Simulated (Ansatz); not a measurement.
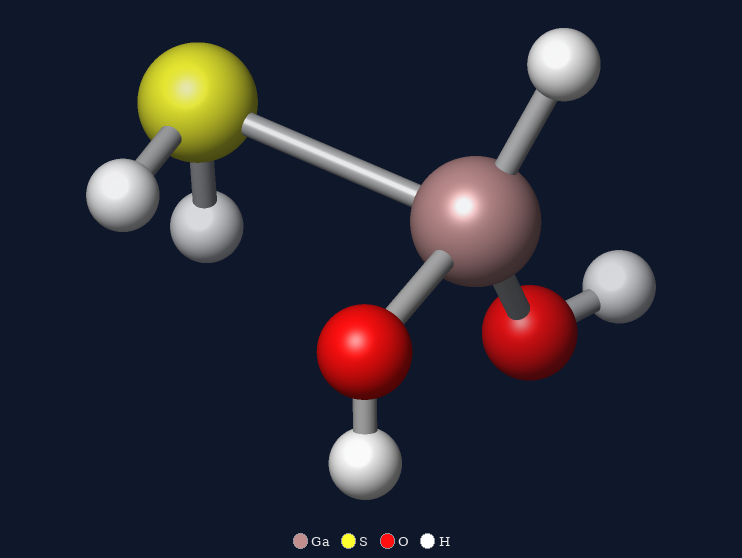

Every bond is drawn as one stick, whatever its order.

The geometry was computed by an optimisation with PBE0-D4/def2-TZVP.

Question: What is the molecular formula?

Answer: GaH5O2S, 9 atoms: 1 gallium, 5 hydrogen, 2 oxygen and 1 sulfur.

Question: How many atoms are distinct by symmetry?

Answer: 9: 1 Ga, 1 S, 1 O, 1 O, 1 H, 1 H, 1 H, 1 H, 1 H.

Question: Count the bonded pairs by element.

Answer: 2 O–H, 2 Ga–O, 2 S–H, 1 Ga–S, 1 Ga–H. Sticks follow a distance rule.

The parts below concern this one geometry. Atoms keep their numbers from picture to picture.

### Geometry

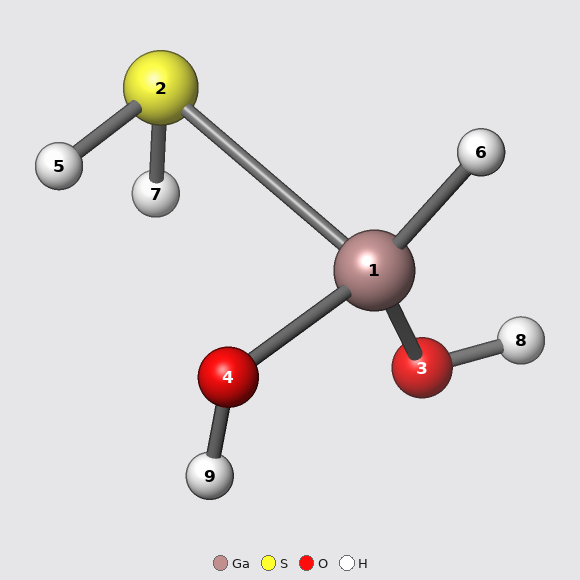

Estimate the angles S2–Ga1–O3, S2–Ga1–O4, S2–Ga1–H6, O3–Ga1–O4, O3–Ga1–H6, O4–Ga1–H6, Ga1–S2–H5, Ga1–S2–H7, Ga1–O3–H8, Ga1–O4–H9.

| angle | degrees |
| --- | --- |
| S2–Ga1–O3 | 94.3 |
| S2–Ga1–O4 | 91.5 |
| S2–Ga1–H6 | 102.4 |
| O3–Ga1–O4 | 110.3 |
| O3–Ga1–H6 | 124.5 |
| O4–Ga1–H6 | 121.5 |
| Ga1–S2–H5 | 85.4 |
| Ga1–S2–H7 | 85.8 |
| Ga1–O3–H8 | 114.3 |
| Ga1–O4–H9 | 111.1 |

### Electronic properties

Method: RKS BLYP-D4/def2-TZVPP (Ansatz 0.2.0).

Question: Give the dispersion correction at this level.

Answer: −39.6 kJ/mol.

### Thermal motion

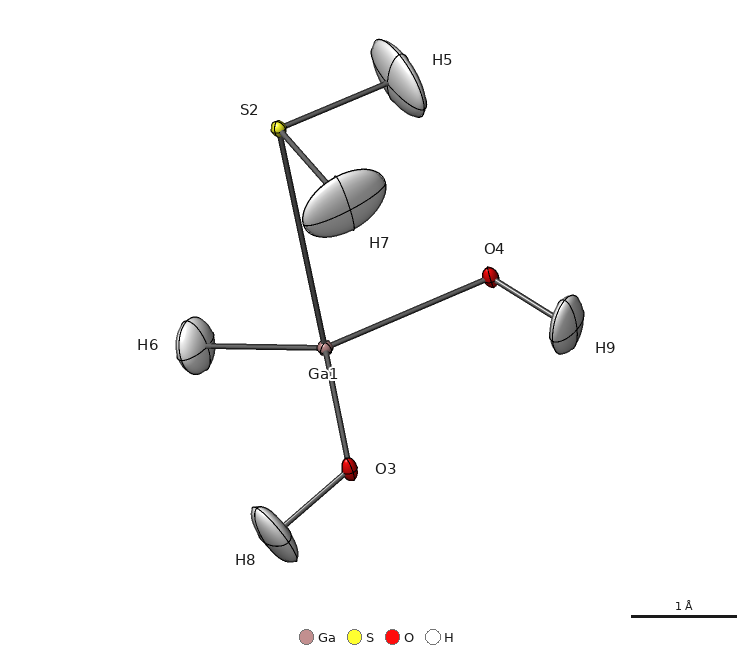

Displacement ellipsoids at the 50 % level, from the internal vibrations of the free molecule (harmonic, no overall translation or rotation; no half-axis is drawn under 0.075 Å). Vibrations computed with RKS PBE0-D4/def2-TZVP (Ansatz 0.2.0). Temperature: 0 K (zero-point motion alone).

Question: Which atom moves most?

Answer: H5, with U_eq = 0.0480 Å².

Question: Does H7 move more along its bond or across it?

Answer: Across it: the root-mean-square amplitude is 0.082 Å along the bond and up to 0.291 Å across, since bending and torsion are softer than stretching.

List U_eq and the three principal root-mean-square amplitudes for each kind of atom.

```csv
atom,U_eq (Å²),rms amplitudes (Å)
Ga1,0.00045,"0.017, 0.018, 0.027"
S2,0.0015,"0.018, 0.035, 0.053"
O3,0.0036,"0.035, 0.049, 0.085"
O4,0.0032,"0.035, 0.047, 0.079"
H5,0.0480,"0.083, 0.229, 0.291"
H6,0.0231,"0.092, 0.167, 0.181"
H7,0.0468,"0.081, 0.221, 0.291"
H8,0.0298,"0.080, 0.152, 0.245"
H9,0.0277,"0.076, 0.157, 0.230"
```

### Dipole moment

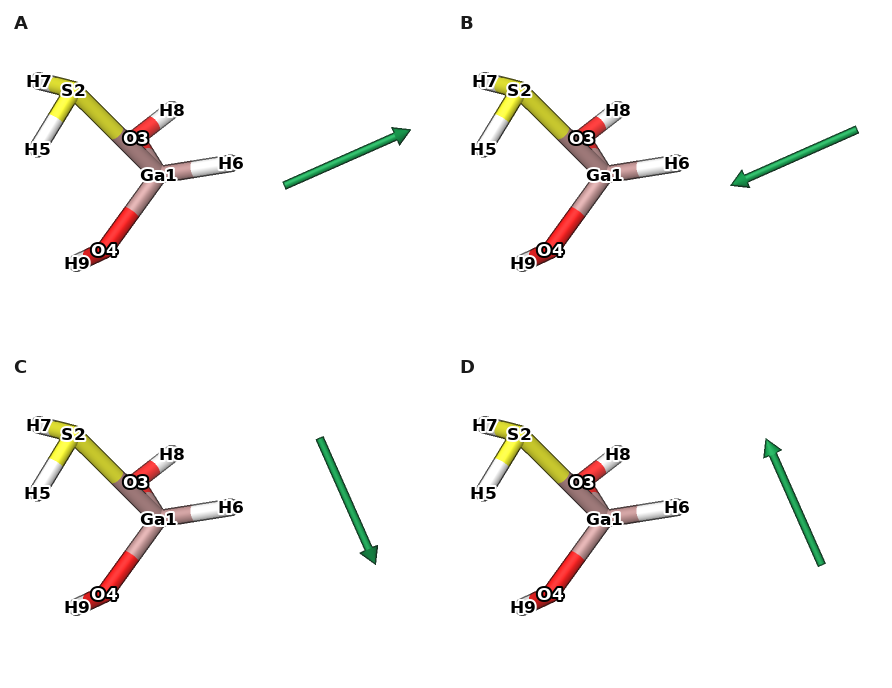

The same molecule four times, each with an arrow. Level of theory: RKS PBE0-D4/def2-TZVP (Ansatz 0.2.0).

Question: Which arrow points along the dipole moment, from the negative to the positive end?

Answer: D. The dipole moment is 2.18 D; it points from the side of O4, H9 to the side of H7 (the outermost atoms at the two ends).
